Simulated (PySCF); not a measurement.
**One shape, several levels: doublet [SnH4]+**

Wanted: a comparison of 4 runs (U-wB97X/def2-SVPD, UB2PLYP/def2-SVPD, UCAM-B3LYP/def2-SVPD, USCS-MP2/def2-SVPD) of doublet [SnH4]+. The job is set up through a Python script.

The results are computed with PySCF 2.14.0.

1 further run of the same task is left out (set aside as unsound or not needed).

## Step 1: The structure to begin with

[SnH4]+: 5 atoms, total charge +1, spin state doublet. As SMILES of the parent species, `[SnH4]`. The shape is that of a PBE0-D4/def2-TZVP optimisation. That shape belongs to the parent species and isn't relaxed for this state.

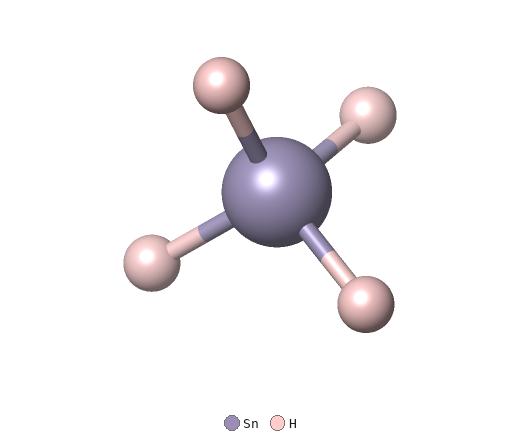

Viewed from a chosen angle; tin purple, hydrogen pink.

## Step 2: The energy at U-wB97X/def2-SVPD (core potential) (run 1)

Input file input.xyz:

```xyz
5
H4Sn
Sn     0.000030     0.000010     0.000040
H      0.823920    -0.853480     1.222940
H     -1.563610     0.403420     0.543140
H     -0.116810    -0.974610    -1.392490
H      0.856470     1.424640    -0.373640
```

Input file run.py:

```python
from pyscf import gto, dft

mol = gto.M(
    atom='input.xyz',
    spin=1,
    ecp={'Sn': 'def2-svp'},
    max_memory=1860,
    verbose=3,
    basis='def2-svpd',
    charge=1,
)

calc0 = dft.UKS(mol, xc='wb97x')
calc0.grids.level = 5
calc0.conv_tol = 1e-10
calc0.kernel()
if not calc0.converged:
    calc0 = calc0.newton().run(calc0.mo_coeff, calc0.mo_occ)

etot = calc0.e_tot
print('E(%s) = %.9f' % ('WB97X', etot))
```

Run with:

```
$ OMP_NUM_THREADS=1 python run.py
```

What it wrote:

```text
converged SCF energy = -216.265474546128  <S^2> = 0.765134  2S+1 = 2.0150772
E(WB97X) = -216.265474546
```

It took 16 s on 1 thread of Arm Neoverse V2, shared host; peak memory 0.33 GiB.

## Step 3: A single-point energy at UB2PLYP/def2-SVPD (core potential) (run 2)

Input file run.py:

```python
from pyscf import gto, dft, mp

system = gto.Mole()
system.atom = '''
Sn     0.000030     0.000010     0.000040
H      0.823920    -0.853480     1.222940
H     -1.563610     0.403420     0.543140
H     -0.116810    -0.974610    -1.392490
H      0.856470     1.424640    -0.373640
'''
system.max_memory = 1860
system.verbose = 4
system.spin = 1
system.ecp = {'Sn': 'def2-svp'}
system.charge = 1
system.basis = 'def2-svpd'
system.build()

mf = dft.UKS(system)
mf.xc = '0.53*HF + 0.47*B88, 0.73*LYP'
mf.grids.level = 5
mf.conv_tol = 1e-10
mf.kernel()
if not mf.converged:
    mf = mf.newton().run(mf.mo_coeff, mf.mo_occ)

pt = mp.MP2(mf, frozen=4).run()
energy = mf.e_tot + 0.27 * pt.e_corr
print('PT2 part  %.8f' % (0.27 * pt.e_corr))
print('E = %.10f Eh' % energy)
```

Run with:

```
$ OMP_NUM_THREADS=1 python run.py
```

What it wrote:

```text
PySCF version 2.14.0

[... 55 lines left out ...]
WARN: beta  nocc = 12  HOMO -0.911912513979692 >= LUMO -0.911865069250179
[... 78 lines left out ...]
converged SCF energy = -215.900366399272  <S^2> = 0.77992687  2S+1 = 2.0297063
[... 1 line left out ...]
******** <class 'pyscf.mp.ump2.UMP2'> ********
nocc = (np.int64(9), np.int64(8)), nmo = (60, 60)
frozen orbitals 4
E(UMP2) = -216.06386677909  E_corr = -0.163500379818279
E(SCS-UMP2) = -216.072279728209  E_corr = -0.171913328936759
E_corr(same-spin) = -0.0280236078982788
E_corr(oppo-spin) = -0.13547677192
PT2 part  -0.04414510
E = -215.9445115018 Eh
```

Wall time 15 s (1 thread of Arm Neoverse V2, shared host); peak memory 0.33 GiB.

## Step 4: A single-point energy at UCAM-B3LYP/def2-SVPD (core potential) (run 3)

Input file run.py:

```python
from pyscf import gto, dft

mol = gto.Mole()
mol.atom = '''
Sn       0.000030       0.000010       0.000040
H        0.823920      -0.853480       1.222940
H       -1.563610       0.403420       0.543140
H       -0.116810      -0.974610      -1.392490
H        0.856470       1.424640      -0.373640
'''
mol.ecp = {'Sn': 'def2-svp'}
mol.spin = 1
mol.max_memory = 1860
mol.basis = 'def2-svpd'
mol.verbose = 3
mol.charge = 1
mol.build()

myscf = dft.UKS(mol)
myscf.xc = 'cam-b3lyp'
myscf.grids.level = 5
myscf.conv_tol = 1e-10
myscf.kernel()
if not myscf.converged:
    myscf = myscf.newton().run(myscf.mo_coeff, myscf.mo_occ)

etot = myscf.e_tot
print(f'total energy: {etot:.8f} hartree')
```

Run with:

```
$ OMP_NUM_THREADS=1 python run.py
```

What it wrote:

```text
converged SCF energy = -216.206166703132  <S^2> = 0.76831121  2S+1 = 2.0182281
total energy: -216.20616670 hartree
```

Run time: 18 s. Hardware: 1 thread of Arm Neoverse V2, shared host; peak memory 0.33 GiB.

## Step 5: A single-point energy at USCS-MP2/def2-SVPD (core potential) (run 4)

Input file input.py:

```python
from pyscf import gto, mp

mol = gto.Mole()
mol.atom = [
    ('Sn', (0.000030, 0.000010, 0.000040)),
    ('H', (0.823920, -0.853480, 1.222940)),
    ('H', (-1.563610, 0.403420, 0.543140)),
    ('H', (-0.116810, -0.974610, -1.392490)),
    ('H', (0.856470, 1.424640, -0.373640)),
]
mol.basis = 'def2-svpd'
mol.max_memory = 1860
mol.spin = 1
mol.charge = 1
mol.verbose = 3
mol.ecp = {'Sn': 'def2-svp'}
mol.build()

myscf = mol.UHF()
myscf.conv_tol = 1e-10
myscf.kernel()
if not myscf.converged:
    myscf = myscf.newton().run(myscf.mo_coeff, myscf.mo_occ)

pt = mp.MP2(myscf, frozen=4).run()
energy = myscf.e_tot + 1.2 * pt.e_corr_os + pt.e_corr_ss / 3
print('Final energy', energy)
```

Run with:

```
$ OMP_NUM_THREADS=1 python input.py
```

What it wrote:

```text
converged SCF energy = -215.213069900121  <S^2> = 0.83115209  2S+1 = 2.0795693
E(UMP2) = -215.338468159661  E_corr = -0.125398259540382
E(SCS-UMP2) = -215.344656309997  E_corr = -0.13158640987629
Final energy -215.34465630999728
```

Wall time 1.2 s (1 thread of Arm Neoverse V2, shared host); peak memory 0.14 GiB.

## Step 6: All runs side by side

```
run                                  level  frozen core orbitals  integration grid  energy (Eh)  HOMO energy (eV)  LUMO energy (eV)   ⟨S²⟩  wall time
  1     U-wB97X/def2-SVPD (core potential)                     –                 5  -216.265475            -17.77            -12.07  0.765       16 s
  2     UB2PLYP/def2-SVPD (core potential)                     4                 5  -215.944512            -16.26            -12.77  0.780       15 s
  3  UCAM-B3LYP/def2-SVPD (core potential)                     –                 5  -216.206167            -16.77            -12.86  0.768       18 s
  4    USCS-MP2/def2-SVPD (core potential)                     4                 –  -215.344656            -17.44            -10.74  0.831      1.2 s
```

## Step 7: What came out

| quantity | value |
| --- | --- |
| run 4: total energy | -215.34466 Eh |
| run 4: HOMO energy (Hartree–Fock orbitals) (highest over α and β) | -17.44 eV |
| run 4: LUMO energy (Hartree–Fock orbitals) (lowest over α and β) | -10.74 eV |
| run 4: correlation energy (4 core orbitals frozen) | -131.6 mEh |
| run 4: ⟨S²⟩ of the reference determinant | 0.831 |

In words: Totals of different functionals can't be ranked against each other. All runs together took 50 s, the longest 18 s.
